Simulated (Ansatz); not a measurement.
AlHN2Si (SMILES [N]1=[Si]2[NH][Al]12)

Input

```
crystal:
  periodic: [false, false, false]
  atoms:
    - {symbol: Al, position_ang: [-0.463409, -0.543204, -0.271580]}
    - {symbol: "N", position_ang: [1.047332, 0.436838, 0.069836]}
    - {symbol: N, position_ang: [-1.294510, 0.856542, -1.088287]}
    - {symbol: Si, position_ang: [0.117884, 1.718446, -0.751510]}
    - {symbol: H, position_ang: [1.979222, 0.441768, 0.474921]}
basis:
  gaussian:
    orbitals: def2-TZVPD
output: {forces: true, orbitals: {seedname: orbitals}}
hamiltonian:
  xc: pbe0
```

Command:

```sh
ansatz run input.yaml --threads 1 --pin off --max-ram 2610MiB --events-out events.jsonl --progress --plain --runs-dir runs
```

Geometry: B3LYP-D3(BJ)/def2-SVP.

Method: isolated molecule in a Gaussian basis; Kohn-Sham density functional theory, functional PBE0 in Ansatz.

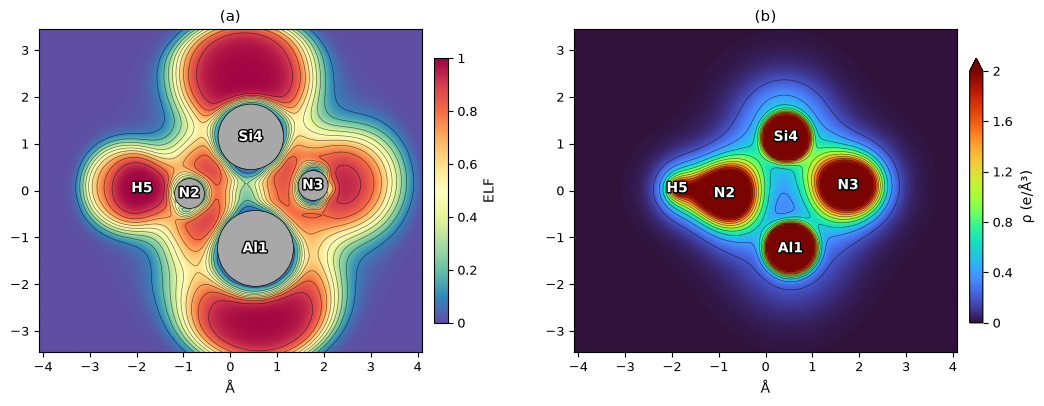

Figure 1. (a) electron localisation function; (b) electron density on the molecular plane. Grey discs cover the atomic cores in the ELF map.

What do the fields say about this system?

- The plane passes through Al, N, Si and H nuclei.
- Si–N (1.69 Å): ρ at the midpoint is about 1.1 e/Å³; the ELF peaks at about 0.85 between the atoms, as expected for a polar covalent bond.
- Al–N (1.82 Å): the density is about 0.75 e/Å³ at the midpoint; the ELF peaks at about 0.80 in the valence shell of N, 0.7 Å from its nucleus, and is about 0.55 at the midpoint.
- Al–Si (2.38 Å): ρ is about 0.42 e/Å³ halfway; the ELF is about 0.30 at the midpoint.
- N–H (1.02 Å): ρ at the midpoint is about 2.8 e/Å³; the ELF climbs to about 1 towards the hydrogen, as it does in any bond to H; a covalent bond by its length.
- Si–N (1.78 Å): ρ is about 0.94 e/Å³ halfway; the ELF peaks at about 0.85 between the atoms, as expected for a shared but strongly polarised pair.
- The ELF also peaks beside N3 and Si4, away from the bonds: lone-pair regions.

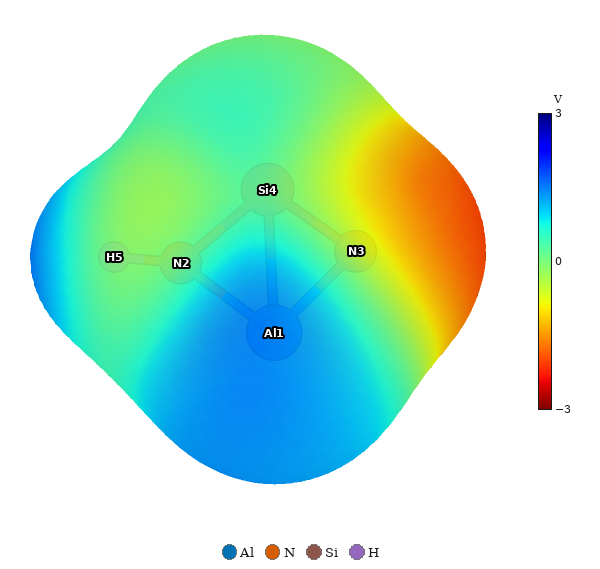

Figure 2. The molecular electrostatic potential painted on the density surface at 0.001 e/bohr³, seen at a tilt; the colour scale runs from red (negative) to blue (positive).

Where is the surface potential most negative and most positive?

The most negative region (about −2.0 V) lies over N3, the most positive (about +1.5 V) over Al1 and H5. N3 is the likeliest acceptor of a hydrogen bond.

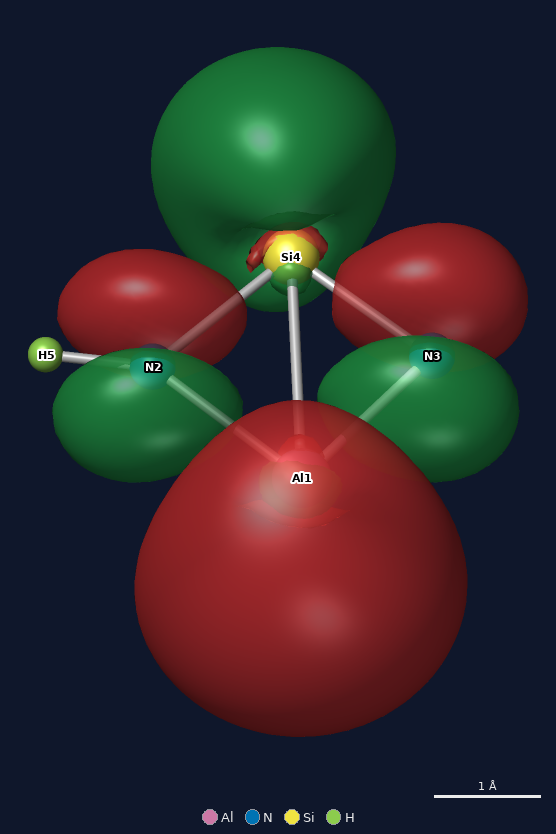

Figure 3. The LUMO at ±0.08 Å⁻³ᐟ² (green and red are the two phases), seen at a tilt.

Describe this orbital and give its energy.

By Hirshfeld shares it lies mainly on Al1 (about 50 %), Si4 (about 20 %), N3 (about 15 %) and N2 (about 10 %); it is symmetric in the molecular plane (an in-plane orbital: σ, lone-pair or in-plane π type). Its energy is −3.63 eV.
